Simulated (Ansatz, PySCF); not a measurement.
Potential energy curve for HCl, singlet.

Computed with: RKS-B3LYP/6-31G* = restricted B3LYP/6-31G*, spherical d run with PySCF 2.14.0; UCCSD = Ansatz (an electronic-structure program) with CCSD on UHF/cc-pVTZ, frozen core; UKS-BHandHLYP = PySCF with unrestricted BHandHLYP/cc-pVTZ; UKS-B3LYP/6-311+G** = PySCF with unrestricted B3LYP/6-311+G**, spherical d.

Energies are in kcal/mol, each relative to the lowest point of its own curve near equilibrium.

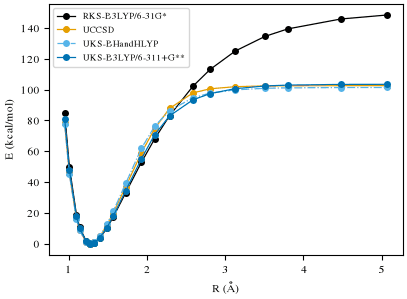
Energy against bond length for each method.

| R / Å | RKS-B3LYP/6-31G* | UCCSD | UKS-BHandHLYP | UKS-B3LYP/6-311+G** |
|---|---|---|---|---|
| 0.95 | 84.5 | 78.2 | 77.3 | 81.1 |
| 1.01 | 49.9 | 45.5 | 44.9 | 47.8 |
| 1.10 | 18.8 | 16.4 | 16.0 | 17.9 |
| 1.14 | 10.7 | 9.0 | 8.7 | 10.2 |
| 1.22 | 1.9 | 1.3 | 1.2 | 1.8 |
| 1.26 | 0.3 | 0.1 | 0.0 | 0.3 |
| 1.28 | 0.0 | 0.0 | 0.0 | 0.0 |
| 1.32 | 0.3 | 0.7 | 0.8 | 0.4 |
| 1.33 | 0.5 | 1.0 | 1.1 | 0.6 |
| 1.40 | 3.5 | 4.7 | 5.0 | 3.7 |
| 1.49 | 10.0 | 12.0 | 12.6 | 10.4 |
| 1.57 | 17.2 | 19.8 | 20.8 | 17.8 |
| 1.73 | 33.0 | 37.0 | 39.1 | 34.3 |
| 1.93 | 52.7 | 58.8 | 61.7 | 55.0 |
| 2.10 | 68.0 | 74.7 | 76.2 | 70.7 |
| 2.29 | 83.0 | 87.7 | 86.3 | 82.9 |
| 2.59 | 102.2 | 97.9 | 94.7 | 93.3 |
| 2.81 | 113.1 | 100.5 | 97.7 | 97.4 |
| 3.13 | 125.0 | 101.9 | 99.8 | 100.6 |
| 3.51 | 134.5 | 102.3 | 100.8 | 102.3 |
| 3.80 | 139.4 | 102.5 | 101.1 | 102.9 |
| 4.48 | 145.8 | 102.5 | 101.3 | 103.3 |
| 5.07 | 148.4 | 102.6 | 101.3 | 103.4 |

At the longest distance, 5.07 Å, RKS-B3LYP/6-31G* lies highest above its minimum (148.4 kcal/mol) and UKS-BHandHLYP lowest (101.3 kcal/mol).

The restricted form behind RKS-B3LYP/6-31G* keeps the bonding electrons paired and can't separate into open-shell fragments. The unrestricted determinant behind UCCSD is spin-contaminated at 1.73 to 5.07 Å (<S²> up to 1.0, against 0.00 for a pure singlet). The unrestricted determinant behind UKS-BHandHLYP is spin-contaminated at 1.93 to 5.07 Å (<S²> up to 1.0, against 0.00 for a pure singlet). The unrestricted determinant behind UKS-B3LYP/6-311+G** is spin-contaminated at 2.10 to 5.07 Å (<S²> up to 1.0, against 0.00 for a pure singlet).
